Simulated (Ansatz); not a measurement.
CH$_{3}$ClF$_{2}$SSi (SMILES CS[Si](F)(F)Cl)

Input

```
crystal:
  periodic: [false, false, false]
  atoms:
    - {symbol: C, position_ang: [-0.041459, -1.563913, 0.047970]}
    - {symbol: S, position_ang: [-0.561642, -0.296074, -1.154864]}
    - {symbol: Si, position_ang: [0.032225, 1.396895, -0.095244]}
    - {symbol: F, position_ang: [-0.672659, 1.490659, 1.317462]}
    - {symbol: F, position_ang: [1.579138, 1.378299, 0.233627]}
    - {symbol: Cl, position_ang: [-0.402220, 3.048043, -1.168366]}
    - {symbol: H, position_ang: [-0.577556, -1.451502, 0.988654]}
    - {symbol: H, position_ang: [-0.301104, -2.522390, -0.399023]}
    - {symbol: H, position_ang: [1.033877, -1.526316, 0.212783]}
basis:
  gaussian: {orbitals: def2-TZVPP}
hamiltonian: {xc: pbe0, dispersion: d4}
output: {orbitals: {seedname: orbitals}}
```

Launched as:

```sh
ansatz run in.yaml --threads 4 --pin off --events-out ev --progress --plain --max-ram 10444MiB
```

Geometry: PBE0-D4/def2-TZVP.

Theory: RKS PBE0-D4/def2-TZVPP (Ansatz).

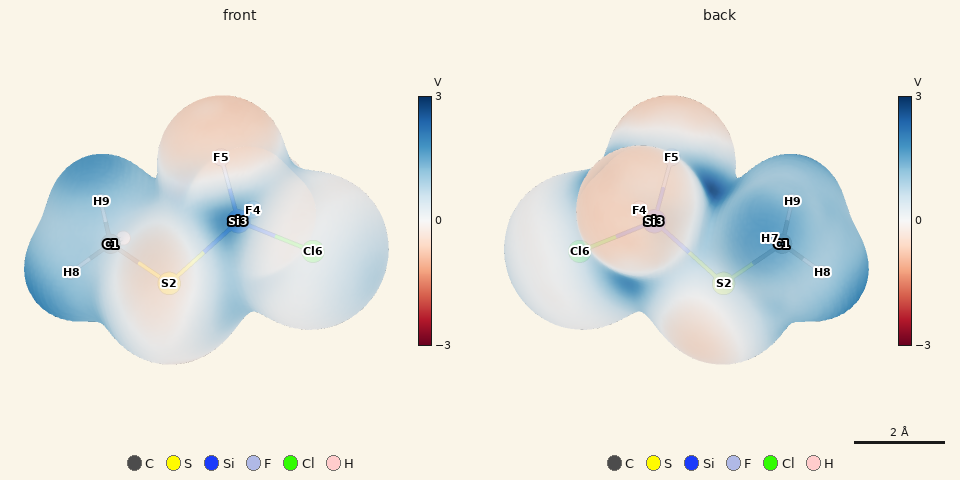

Figure 1. The molecular electrostatic potential painted on the density surface at 0.004 e/bohr³, seen from the front and from behind; red is negative and blue positive.

Where is the surface potential most negative and most positive?

Answer. The most negative region (about −0.7 V) lies over F4 and F5, the most positive (about +2.3 V) over Si3. Cl6 shows a σ-hole: about +0.8 V at the tip opposite its bond, against about 0.0 V on its flanks.

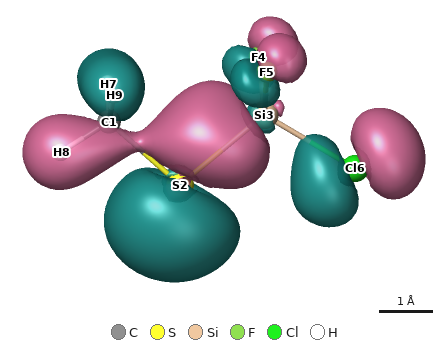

Figure 2. The HOMO−1 at ±0.08 Å⁻³ᐟ² (teal and pink are the two phases), seen across its widest extent.

Where does this orbital lie, and at what energy?

Answer. Its weight (Hirshfeld) is mainly on S2 (about 55 %), Si3 (about 10 %), Cl6 (about 10 %) and C1 (about 10 %). Its energy is −9.49 eV.

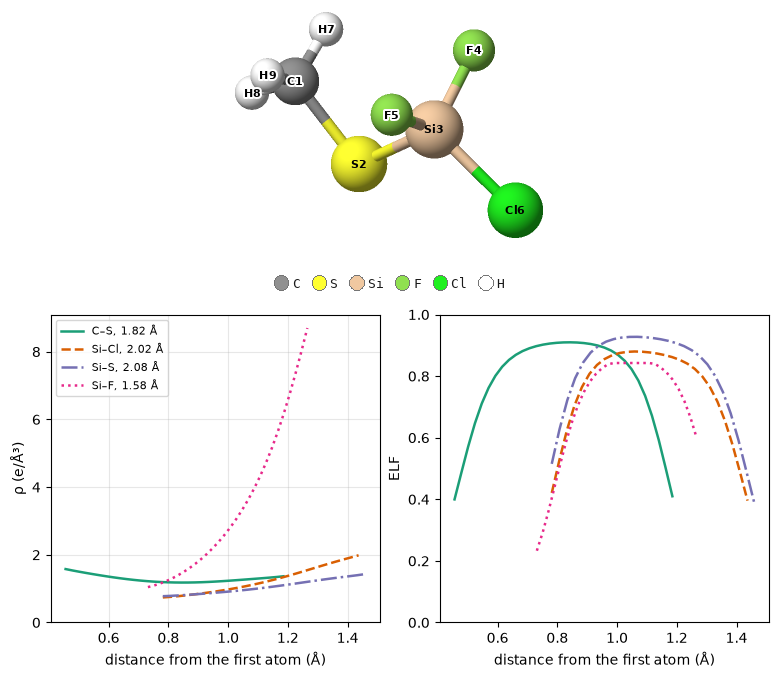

Figure 3. Electron density and ELF along straight lines between neighbouring atoms. The curves leave out the atomic cores. The structure is drawn too.

What can be read from the curves?

Answer. C–S (1.82 Å): ρ at the midpoint is about 1.2 e/Å³; the ELF peaks at about 0.90 between the atoms, as expected for a shared electron pair.
Si–Cl (2.02 Å): ρ is about 0.99 e/Å³ halfway; the ELF peaks at about 0.90 between the atoms, as expected for a polar covalent bond.
Si–S (2.08 Å): ρ at the midpoint is about 0.95 e/Å³; the ELF peaks at about 0.95 between the atoms (a shared electron pair).
Si–F (1.58 Å): the density is about 1.2 e/Å³ at the midpoint; the ELF peaks at about 0.85 in the valence shell of F, 0.6 Å from its nucleus, and is about 0.45 at the midpoint.
